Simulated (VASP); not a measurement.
Band structure of Au$_{3}$Pd (ordered alloy cell). These are PBEsol GGA, VASP's PBE PAW potentials (set 64) (plane waves; VASP 6.6.1) values and carry that method's errors.

Unless said otherwise, spin-orbit coupling is left out, though it shifts the bands of the heavy elements here.

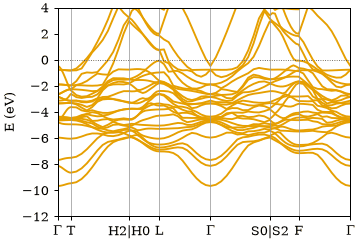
Figure. Bands along high-symmetry lines, zero at the valence-band maximum or, without a gap, the Fermi level

Q: Read the plot: is there a gap, and where are the band edges?

A: It has no gap at this level: it comes out as a metal or semimetal. (Edges off the drawn lines would not show.)

The structure was generated: Au3Pd was put into an ordered model structure (R-3m), which need not be its known phase. It was relaxed first. The electron count is odd and the run is not spin-polarised, which forces a metal.
